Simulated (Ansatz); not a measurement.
**BC+ (triplet): one geometry, many settings**

Aim: run BC+ (triplet) at one geometry under a spread of methods and options, and see what each costs and gives.

Program: Ansatz 0.2.0, Gaussian basis. Level of theory: the settings change from run to run. These are calculated values, not measurements.

16 further runs of the same task are left out: 1 for a mislabelled method, 1 for a known fault of the program, 5 that didn't finish, 9 set aside as unsound or not needed.

### Step 1. What is computed

The geometry is a PBE0/def2-TZVP stationary point (not a proven minimum) of the parent state, kept for this charge and spin.

2 atoms, charge 1, spin multiplicity 3.

Atoms are counted from 1 here; the program's logs count them from 0.

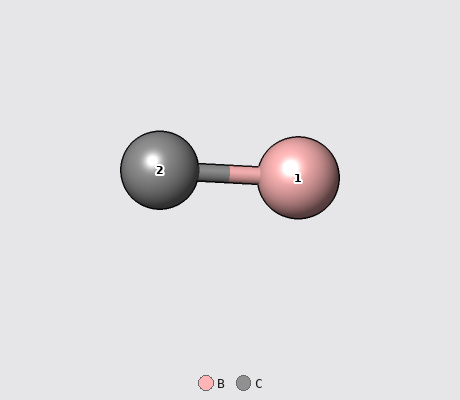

The geometry (boron pink, carbon grey); atoms are numbered from 1 in the order of the file.

### Step 2. CCSD on UHF/def2-mTZVP

in.yaml

```yaml
crystal:
  periodic: [false, false, false]
  atoms:
    - {symbol: B, position_ang: [0.000000, 0.000000, 0.000000]}
    - {symbol: C, position_ang: [0.000000, 0.000000, 1.488912]}
basis:
  gaussian: {orbitals: def2-mTZVP}
total_charge: 1
magnetization: {spin_polarized: true, initial_magnetization: 2}
correlation: {method: ccsd, electrons: all}
scf: {omitted_lower_state_checks: [cluster_reference]}
```

Command:

```sh
$ ansatz run in.yaml --threads 1 --pin off --events-out ev --progress --plain --max-ram 2393MiB
```

Output, shortened:

```text
Functional definition: HF
  name "HF"
  cite "Fock, Z. Phys. 61, 126 (1930) doi:10.1007/BF01340294"
  parent pbe
[...]
350 factors; integrals over basis functions are off by at most 8.5e-4 eV
[...]
mean field -1687.36688319 eV, -62.0095892189 hartree, gradient 8.1e-6 eV, S^2 2.937548; 6 other end points of the search recorded, 0 dependent functions left out
reference -1687.36688319 eV, -62.0095892189 hartree; 6, 4 occupied and 32, 34 virtual orbitals, 350 factors
second order -3.09725941 eV of doubles, -0.00000000 eV of singles
cycle   1  -3.51840166 eV  change   -4.2e-1 eV  update   6.2e-2
[...]
cycle  17  -3.92406573 eV  change    7.4e-7 eV  update   1.2e-5
Total energy: -1691.29094892 eV, -62.1537959748 hartree
Checks for a lower state left out: cluster_reference
```

Wall time 0.39 s (1 thread of AMD EPYC 9R45, shared host).

From the report: ⟨S²⟩ of the determinant 2.938 (pure triplet: 2.00); correlation -3.9241 eV; T1 0.050; largest double amplitude 0.10. The determinant is far from a pure spin state, so its energy mixes those of several spin states (harmless only where they are near-degenerate, as at dissociation).

### Step 3. CISD/cc-pVTZ-DK

in.yaml

```yaml
crystal:
  periodic: [false, false, false]
  atoms:
    - {symbol: B, position_ang: [0.000000, 0.000000, 0.000000]}
    - {symbol: C, position_ang: [0.000000, 0.000000, 1.488912]}
basis:
  gaussian: {orbitals: cc-pVTZ-DK}
total_charge: 1
magnetization: {spin_polarized: false, initial_magnetization: 2}
correlation: {active_space: {ras: {orbitals: [2, 2, 54], electrons: 6, max_holes: 2, max_particles: 2}, fixed_orbitals: true}}
scf: {lower_state_search: off}
```

Launched as before.

Output, shortened:

```text
Functional definition: HF
  name "HF"
  cite "Fock, Z. Phys. 61, 126 (1930) doi:10.1007/BF01340294"
  parent pbe
[...]
361 factors; integrals over basis functions are off by at most 1.0e-3 eV
[...]
mean field -1685.38344653 eV, -61.9366992662 hartree, gradient 1.1e-6 eV, S^2 2.000000; 0 other end points of the search recorded, 0 dependent functions left out
reference -1685.38344653 eV, -61.9366992662 hartree; 6, 4 occupied and 54, 56 virtual orbitals, 361 factors
state -1690.93433600 eV, -62.1406906915 hartree
Total energy: -1690.93433600 eV, -62.1406906915 hartree
Relativity: scalar
Checks for a lower state left out: stability, starts, cluster_reference, orbital_swaps, neighbouring_geometries, increment
```

Run time: 0.75 s. Hardware: 1 thread of AMD EPYC 9R45, shared host.

From the report: 29,388 determinants.

### Step 4. CCSD/cc-pVTZ

in.yaml

```yaml
crystal:
  periodic: [false, false, false]
  atoms:
    - {symbol: B, position_ang: [0.000000, 0.000000, 0.000000]}
    - {symbol: C, position_ang: [0.000000, 0.000000, 1.488912]}
basis:
  gaussian: {orbitals: cc-pVTZ, point_charges: [{charge: 1.00, position_ang: [4.096, 0.636, 0.095]}]}
total_charge: 1
magnetization: {spin_polarized: false, initial_magnetization: 2}
hamiltonian: {xc: {name: PBE}}
correlation: {method: ccsd, electrons: all}
accuracy: high
```

The command is unchanged.

Output, shortened:

```text
Functional definition: PBE
  name "PBE"
  cite "Perdew, Burke & Ernzerhof, Phys. Rev. Lett. 77, 3865 (1996) doi:10.1103/PhysRevLett.77.3865"
  parent pbe
[...]
848 factors; integrals over basis functions are off by at most 3.4e-9 eV
[...]
mean field -1688.95482194 eV, -62.0679448915 hartree, gradient 8.4e-8 eV, S^2 2.000000; 5 other end points of the search recorded, 0 dependent functions left out
unrestricted determinant -1684.06906570 eV, -61.8883966616 hartree, S^2 2.9334
reference -1680.95264358 eV, -61.7738702609 hartree; 6, 4 occupied and 54, 56 virtual orbitals, 848 factors
second order -6.31396686 eV of doubles, -0.48855335 eV of singles
cycle   1  -6.24844850 eV  change   -2.9e-2 eV  update   1.1e-1
[...]
cycle  48  -6.88966258 eV  change   9.7e-11 eV  update  5.0e-10
WARN: the results are in doubt because among natural orbitals full CI differs from the method by -0.248 eV
Total energy: -1687.84230616 eV, -62.0270606906 hartree
In doubt: among natural orbitals full CI differs from the method by -0.248 eV
```

Wall time 3.9 s (1 thread of AMD EPYC 9R45, shared host); peak memory 0.39 GiB.

From the report: correlation -6.8897 eV; T1 0.075; largest double amplitude 0.24. The orbitals are Kohn-Sham ones, so correlation energy and T1 don't compare with those on Hartree-Fock orbitals. The program marks this result as in doubt; its last lines say why.

### Step 5. BCCD(T)/cc-pVTZ

in.yaml

```yaml
crystal:
  periodic: [false, false, false]
  atoms:
    - {symbol: B, position_ang: [0.000000, 0.000000, 0.000000]}
    - {symbol: C, position_ang: [0.000000, 0.000000, 1.488912]}
basis:
  gaussian: {orbitals: cc-pVTZ}
total_charge: 1
magnetization: {spin_polarized: true, initial_magnetization: 2}
hamiltonian: {xc: {name: PBE0}, pseudopotentials: {relativity: scalar}}
correlation: {method: bccd_t, electrons: outside_noble_gas}
output: {forces: true}
```

Launched as before.

Output, shortened:

```text
Functional definition: PBE0
  name "PBE0"
  cite "Adamo & Barone, J. Chem. Phys. 110, 6158 (1999) doi:10.1063/1.478522"
  cite "Perdew, Burke & Ernzerhof, Phys. Rev. Lett. 77, 3865 (1996) doi:10.1103/PhysRevLett.77.3865"
  parent pbe
[...]
361 factors; integrals over basis functions are off by at most 1.0e-3 eV
[...]
mean field -1693.37302979 eV, -62.2303110353 hartree, gradient 1.8e-6 eV, S^2 2.766664; 6 other end points of the search recorded, 0 dependent functions left out
2 core orbitals not correlated: weight in the atoms' cores, before any rotation towards them, 1.000 or more for the frozen orbitals, at most 0.000 for the correlated occupied ones
reference -1687.48477990 eV, -62.0139218432 hartree; 4, 2 occupied and 54, 56 virtual orbitals, 361 factors
second order -3.25949778 eV of doubles, -0.21989547 eV of singles
cycle   1  -3.68246868 eV  change   -2.0e-1 eV  update   5.6e-2
[...]
cycle  22  -3.90846552 eV  change   -6.1e-7 eV  update   4.6e-7
perturbative correction -0.25003945 eV, -0.0091887803 hartree
WARN: the results are in doubt because among natural orbitals full CI differs from the method by -0.086 eV
[...]
Total energy: -1691.64328487 eV, -62.1667440821 hartree
Relativity: scalar
Atom 0 at     0.000000     0.000000     0.000000 Å, force    -0.000000     0.000000    -0.271784 eV/Å
Atom 1 at     0.000000     0.000000     1.488912 Å, force    -0.000000    -0.000000     0.271784 eV/Å
Dipole moment:     0.000000    -0.000000    -0.362027 e Å
In doubt: among natural orbitals full CI differs from the method by -0.086 eV
```

It took 4 s on 1 thread of AMD EPYC 9R45, shared host; peak memory 0.32 GiB.

From the report: ⟨S²⟩ of the determinant 2.767 (pure triplet: 2.00); correlation -4.1585 eV; largest double amplitude 0.14. The determinant is far from a pure spin state, so its energy mixes those of several spin states (harmless only where they are near-degenerate, as at dissociation). Mind the lines of doubt at the end of the log.

### Step 6. All runs side by side

 † marks a result that the program doubts.

```tsv
level	correlated	functions	energy (eV)	time
CCSD on UHF/def2-mTZVP	all	38	-1691.2909	0.39 s
CISD/cc-pVTZ-DK	outside noble gas	60	-1690.9343	0.75 s
CCSD/cc-pVTZ (beside a point charge, on PBE orbitals) †	all	60	-1687.8423	3.9 s
BCCD(T)/cc-pVTZ (on PBE0 orbitals, relativity set) †	outside noble gas	60	-1691.6433	4 s
```

### Step 7. Outcome

| quantity | value |
| --- | --- |
| runs | 4 |
| quickest | CCSD on UHF/def2-mTZVP, 0.39 s |
| slowest | BCCD(T)/cc-pVTZ (on PBE0 orbitals, relativity set) †, 4 s |

Total energies in different bases, with other cores or another treatment of relativity can't be set against each other. BCCD(T)/cc-pVTZ (on PBE0 orbitals, relativity set) † took 10 times as long as CCSD on UHF/def2-mTZVP; the jobs differ in more than the method.
